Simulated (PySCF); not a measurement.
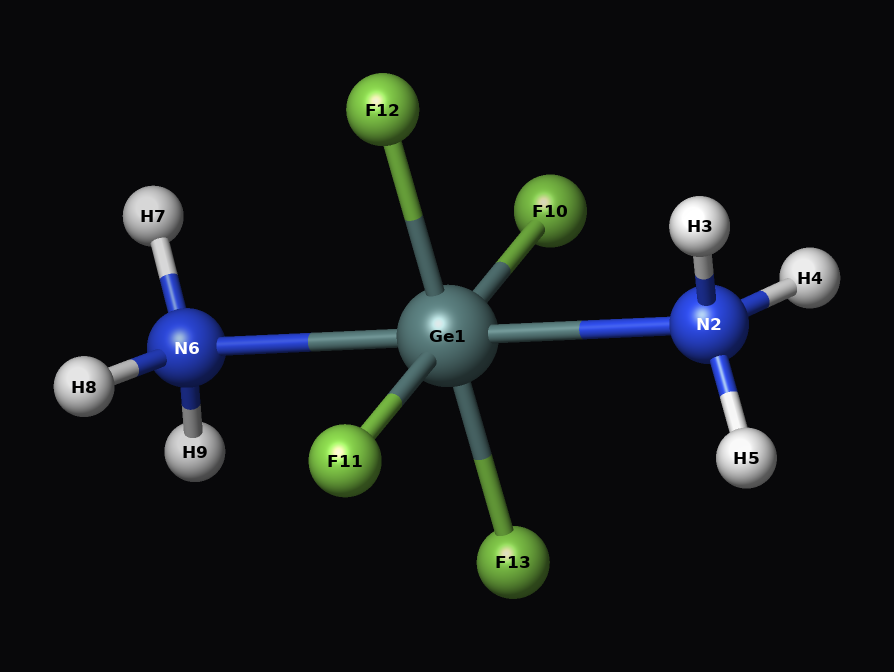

Computed geometry: PBE0-D3(BJ)/def2-SVP optimisation. No frequency run is at hand to confirm it as a minimum. Properties computed with PBE/pcJ-1 (pcSseg-1 on Ge) indirect spin-spin coupling, non-relativistic, gas phase (PySCF 2.14.0). Isotopes: 19F, 1H, 15N.

Give the spin–spin coupling constants of these pairs, with the number of bonds between them: N2/H5, N6/H7, N6/H8, N2/F13, N6/F10, H3/F10, H4/F12, H4/F11, H5/F12, H5/F10, H7/F13, H7/F11, H8/F13.

| pair | bonds apart | J (Hz) |
| --- | --- | --- |
| N2, H5 | 1 | −68.9 |
| N6, H7 | 1 | −68.9 |
| N6, H8 | 1 | −67.8 |
| N2, F13 | 2 | −4.8 |
| N6, F10 | 2 | −4.8 |
| H3, F10 | 3 | −1.0 |
| H4, F12 | 3 | −1.9 |
| H4, F11 | 3 | 6.1 |
| H5, F12 | 3 | 3.5 |
| H5, F10 | 3 | 2.4 |
| H7, F13 | 3 | 3.1 |
| H7, F11 | 3 | 2.9 |
| H8, F13 | 3 | −1.6 |

Density functionals are unreliable for couplings to fluorine, so those rows may be far off.
